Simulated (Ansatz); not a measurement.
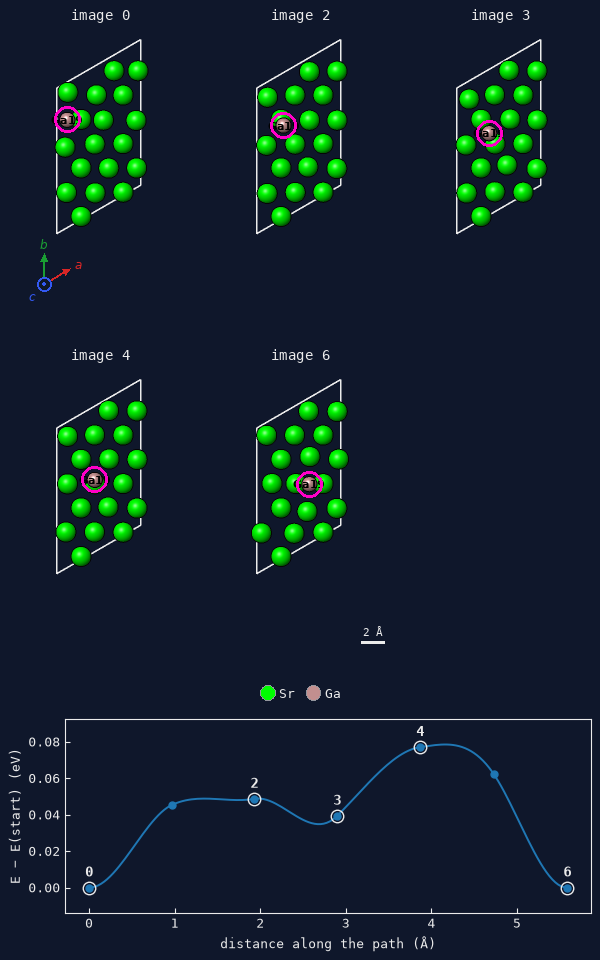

A nudged-elastic-band calculation for Ga on Sr(111) (19 atoms in the cell). Images are numbered from 0 (start) to 6 (end). Style: spheres-only. Shown: the simulation cell, with the vacuum cut short (origin moved), along the c axis. The moving atom is ringed, with any periodic copies.

All numbers below come from DFT PBE, scalar-relativistic, plane waves, PAW (Ansatz).

The input:
```yaml
crystal:
  lattice:
    - [8.598418, 0.0, 0.0]
    - [6.448814, 11.169673, 0.0]
    - [0.0, 0.0, 20.020579]
  atoms:
    - { symbol: Sr, position: [0.1666667, 0.1111111, 0.0499486] }
    - { symbol: Sr, position: [0.6666667, 0.1111111, 0.0499486] }
    - { symbol: Sr, position: [0.1666667, 0.4444444, 0.0499486] }
    - { symbol: Sr, position: [0.6666667, 0.4444444, 0.0499486] }
    - { symbol: Sr, position: [0.1666667, 0.7777778, 0.0499486] }
    - { symbol: Sr, position: [0.6666667, 0.7777778, 0.0499486] }
    - { symbol: Sr, position: [-0.15675396, 0.21965374, 0.21951522] }
    - { symbol: Sr, position: [0.35022559, 0.21792556, 0.22085165] }
    - { symbol: Sr, position: [-0.1722646, 0.55706775, 0.21600506] }
    - { symbol: Sr, position: [0.33436034, 0.5504869, 0.22373396] }
    - { symbol: Sr, position: [-0.17849389, 0.88560791, 0.21677979] }
    - { symbol: Sr, position: [0.32961132, 0.88730327, 0.21874482] }
    - { symbol: Sr, position: [-0.02307204, -0.01657831, 0.37831077] }
    - { symbol: Sr, position: [0.43257577, 0.01697077, 0.40395153] }
    - { symbol: Sr, position: [0.00936414, 0.34945676, 0.37968263] }
    - { symbol: Sr, position: [0.55874372, 0.31450935, 0.40535817] }
    - { symbol: Sr, position: [-0.00628443, 0.66652553, 0.38734815] }
    - { symbol: Sr, position: [0.49517739, 0.66689574, 0.39037206] }
    - { symbol: Ga, position: [0.00254218, 0.16239344, 0.4709165] }
basis:
  ecutwfc: 420.0
kpoints:
  mp_grid: { grid: [2, 2, 1] }
hamiltonian:
  xc: pbe
scf:
  occupations: { method: fermi_dirac, width: 0.05 }
  lower_state_search: "off"
neb:
  images: 5
  f_tol: 0.05
  initial_path: linear
  max_iterations: 52
  optimiser: fire
  spring: 10.0
  constraints: [{ sites: [0, 1, 2, 3, 4, 5] }]
  final_atoms:
    - { symbol: Sr, position: [0.1666667, 0.1111111, 0.0499486] }
    - { symbol: Sr, position: [0.6666667, 0.1111111, 0.0499486] }
    - { symbol: Sr, position: [0.1666667, 0.4444444, 0.0499486] }
    - { symbol: Sr, position: [0.6666667, 0.4444444, 0.0499486] }
    - { symbol: Sr, position: [0.1666667, 0.7777778, 0.0499486] }
    - { symbol: Sr, position: [0.6666667, 0.7777778, 0.0499486] }
    - { symbol: Sr, position: [-0.16563962, 0.21715356, 0.22373396] }
    - { symbol: Sr, position: [0.32773544, 0.22373441, 0.21600506] }
    - { symbol: Sr, position: [-0.17038864, 0.55396993, 0.21874482] }
    - { symbol: Sr, position: [0.32150615, 0.55227457, 0.21677979] }
    - { symbol: Sr, position: [-0.14977437, 0.88459222, 0.22085165] }
    - { symbol: Sr, position: [0.34324608, 0.8863204, 0.21951522] }
    - { symbol: Sr, position: [0.05874376, -0.01882399, 0.40535817] }
    - { symbol: Sr, position: [0.50936418, 0.01612342, 0.37968263] }
    - { symbol: Sr, position: [-0.00482257, 0.3335624, 0.39037206] }
    - { symbol: Sr, position: [0.49371561, 0.33319219, 0.38734815] }
    - { symbol: Sr, position: [-0.06742419, 0.68363743, 0.40395153] }
    - { symbol: Sr, position: [0.476928, 0.65008835, 0.37831077] }
    - { symbol: Ga, position: [0.50254222, -0.1709399, 0.4709165] }
  order_check: true
```

Launched with:
```bash
ansatz run input.yaml --threads 4 --pin off --max-ram 10240MiB --backend cpu --events-out ev --progress --plain --runs-dir out
```

Read off the barrier and say what moves.

Answer. The adsorbate starts on a bridge site and hops by a lattice vector of the surface; other mechanisms, such as exchange with a surface atom, weren't searched. The path has more than one stage, and so few images may leave a stage unresolved. The Ga atom travels furthest, 4.30 Å from end to end, on a path that bends up to 0.45 Å away from the straight line. At the highest image its nearest neighbour (Sr) is 3.10 Å away, against 3.05 Å at the start, and the surrounding atoms stand up to 0.33 Å off the mean of their end positions. The barrier is about 0.077 eV in both directions, with image 4 at the top; the ends have the same energy. The profile has 2 maxima (images 2, 4) with a dip at image 3 (+0.039 eV), so the process runs in steps. The band converged in 40 iterations. The climbing image converged on the top of the path. A check of its curvatures didn't confirm a first-order saddle.
